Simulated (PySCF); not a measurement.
## Two runs on C₄H₅F₂

System: C₄H₅F₂, charge +1, SMILES C[CH+]C=C(F)F.
Method of run A: GIAO PBE0/pcSseg-1 NMR shielding, non-relativistic, gas phase (PySCF 2.14.0).

The geometry comes from this level: GFN2-xTB. Text and figures count atoms from 1; the logs count them from 0 in places.

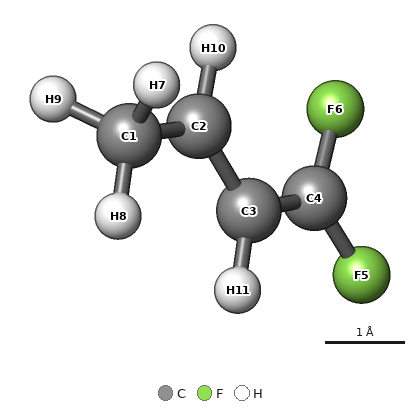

Fig. 1: The input geometry (ball-and-stick view, seen at a tilt; atoms are numbered from 1 in the order of the input). Bond lengths as drawn: C–C 1.37 to 1.43 Å, C–F 1.28 to 1.29 Å and C–H 1.08 to 1.10 Å.

### The input, run A
```
{"job": {"kind": "nmr", "xc": "PBE0", "basis": "pcSseg-1"}, "charge": 1, "multiplicity": 1}
C     -1.665027     0.196022    -0.453431
C     -0.234945     0.280281    -0.404110
C      0.548119    -0.353406     0.550214
C      1.917549    -0.258143     0.556084
F      2.662322    -0.832555     1.426384
F      2.603202     0.409679    -0.305798
H     -2.095162     1.207981    -0.445384
H     -2.105845    -0.415279     0.329708
H     -1.981061    -0.156988    -1.445869
H      0.261495     0.878513    -1.164547
H      0.094779    -0.953434     1.330785
```

The first line tells a small driver script what to run in PySCF; the rest is the geometry in Å.

Command:
```bash
OMP_NUM_THREADS=1 python <driver script> task.json out
```

Hardware: 1 CPU thread, shared host.

### Output (run A)
```
coarse grid: 9616 points
cycle   1  E = -354.2221453143  dE =  1.275e+00  |g| = 7.377e-01  |ddm| = 2.915e+00
cycle   2  E = -354.0627820002  dE =  1.594e-01  |g| = 1.194e+00  |ddm| = 1.146e+00
cycle   3  E = -354.3322778239  dE = -2.695e-01  |g| = 9.130e-02  |ddm| = 7.216e-01
cycle   4  E = -354.3331283908  dE = -8.506e-04  |g| = 7.687e-02  |ddm| = 1.322e-01
cycle   5  E = -354.3346506489  dE = -1.522e-03  |g| = 9.927e-03  |ddm| = 5.997e-02
cycle   6  E = -354.3346607740  dE = -1.013e-05  |g| = 4.296e-03  |ddm| = 7.925e-03
cycle   7  E = -354.3346644994  dE = -3.725e-06  |g| = 8.212e-04  |ddm| = 3.532e-03
final grid: 94904 points
cycle   8  E = -354.3803552740  dE = -2.619e-05  |g| = 5.818e-03  |ddm| = 2.096e-02
cycle   9  E = -354.3803519922  dE =  3.282e-06  |g| = 7.319e-03  |ddm| = 8.624e-03
cycle  10  E = -354.3803632149  dE = -1.122e-05  |g| = 1.375e-03  |ddm| = 5.240e-03
cycle  11  E = -354.3803635441  dE = -3.291e-07  |g| = 1.661e-04  |ddm| = 1.055e-03
cycle  12  E = -354.3803635479  dE = -3.859e-09  |g| = 1.094e-04  |ddm| = 1.803e-04
cycle  13  E = -354.3803635505  dE = -2.567e-09  |g| = 2.012e-05  |ddm| = 7.861e-05
cycle  14  E = -354.3803635506  dE = -9.391e-11  |g| = 5.080e-06  |ddm| = 1.796e-05
converged SCF energy = -354.3803635506

GIAO shielding tensors (ppm)
atom      isotropic    diamagn.    paramagn.     s11        s22        s33       span
  0 C      147.144     249.593    -102.449    109.138    163.989    168.306     59.168
  1 C      -53.061     257.637    -310.698   -202.959   -124.726    168.502    371.461
  2 C       72.711     259.015    -186.304     -6.002     77.245    146.889    152.891
  3 C       -2.188     250.201    -252.389    -73.189     17.368     49.258    122.447
  4 F      137.530     467.576    -330.046    -15.218    162.942    264.867    280.085
  5 F      142.568     471.329    -328.761    -47.239    185.074    289.868    337.107
  6 H       27.483      26.066       1.417     24.270     25.040     33.139      8.869
  7 H       27.983      28.542      -0.559     24.220     27.701     32.027      7.808
  8 H       27.481      26.077       1.404     24.267     25.040     33.137      8.870
  9 H       21.226      31.062      -9.836     14.524     21.633     27.523     12.999
 10 H       24.409      30.446      -6.037     21.920     23.573     27.735      5.815
```

The input of run B differs as follows (lines with − go, lines with + come):
```diff
-"xc": "PBE0"
+"xc": "HF"
+"pop": false
+"scf": {"conv": 1e-06}
```

How does run B compare with run A?

The total energies belong to different methods, so their difference says nothing on which is more stable or more accurate. The HOMO goes from −14.73 to −17.28 eV. The LUMO goes from −9.15 to −5.27 eV. Of all shieldings, the largest change is that of F5, by +61.5 ppm. The method changes from PBE0 to HF. The SCF takes 8 iterations against 14.

### Output (run B)
```
final grid: 94904 points
cycle   1  E = -352.7068146052  dE =  1.785e+00  |g| = 8.874e-01  |ddm| = 2.822e+00
cycle   2  E = -352.8581853327  dE = -1.514e-01  |g| = 4.886e-01  |ddm| = 8.804e-01
cycle   3  E = -352.8997546533  dE = -4.157e-02  |g| = 9.580e-02  |ddm| = 2.877e-01
cycle   4  E = -352.9021609419  dE = -2.406e-03  |g| = 2.925e-02  |ddm| = 8.943e-02
cycle   5  E = -352.9025294444  dE = -3.685e-04  |g| = 6.874e-03  |ddm| = 4.014e-02
cycle   6  E = -352.9025769164  dE = -4.747e-05  |g| = 3.020e-03  |ddm| = 1.551e-02
cycle   7  E = -352.9025829251  dE = -6.009e-06  |g| = 9.537e-04  |ddm| = 6.350e-03
cycle   8  E = -352.9025838621  dE = -9.370e-07  |g| = 3.729e-04  |ddm| = 2.604e-03
converged SCF energy = -352.9025838621

GIAO shielding tensors (ppm)
atom      isotropic    diamagn.    paramagn.     s11        s22        s33       span
  0 C      162.396     246.857     -84.461    129.267    176.087    181.834     52.567
  1 C      -57.658     257.697    -315.354   -224.699   -125.931    177.657    402.355
  2 C       88.028     258.858    -170.830      4.625    101.239    158.220    153.595
  3 C        4.920     248.108    -243.188    -94.689     40.091     69.357    164.045
  4 F      199.009     467.668    -268.659     40.075    260.451    296.500    256.424
  5 F      202.066     470.804    -268.738     12.664    272.055    321.481    308.817
  6 H       28.104      26.436       1.668     24.504     25.430     34.377      9.873
  7 H       28.400      28.294       0.106     24.014     28.059     33.125      9.111
  8 H       28.100      26.445       1.655     24.502     25.426     34.372      9.870
  9 H       21.055      30.583      -9.528     13.683     21.446     28.034     14.351
 10 H       24.866      30.270      -5.404     21.599     24.878     28.120      6.521
```

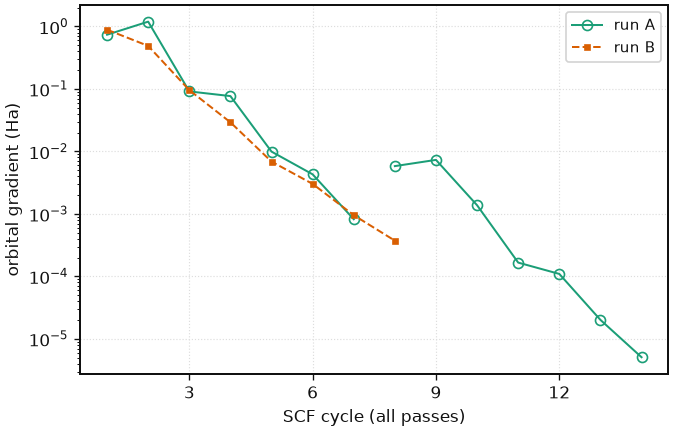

Fig. 2: Convergence of the two runs: orbital gradient against the SCF cycle. A break in a curve parts two SCF passes (coarse and final grid). Run A takes 14 cycles in all, and run B takes 8.

### The two runs side by side

```tsv
quantity	run A	run B
outcome	converged	converged
total energy (hartree)	−354.380364	−352.902584
HOMO (eV)	−14.73	−17.28
LUMO (eV)	−9.15	−5.27
shielding of C1 (ppm)	147.1	162.4
shielding of C2 (ppm)	−53.1	−57.7
shielding of C3 (ppm)	72.7	88.0
shielding of C4 (ppm)	−2.2	4.9
shielding of F5 (ppm)	137.5	199.0
shielding of F6 (ppm)	142.6	202.1
shielding of H7 (ppm)	27.5	28.1
SCF iterations	14	8
basis functions	127	127
wall time (shared host)	39 s	9.2 s
```
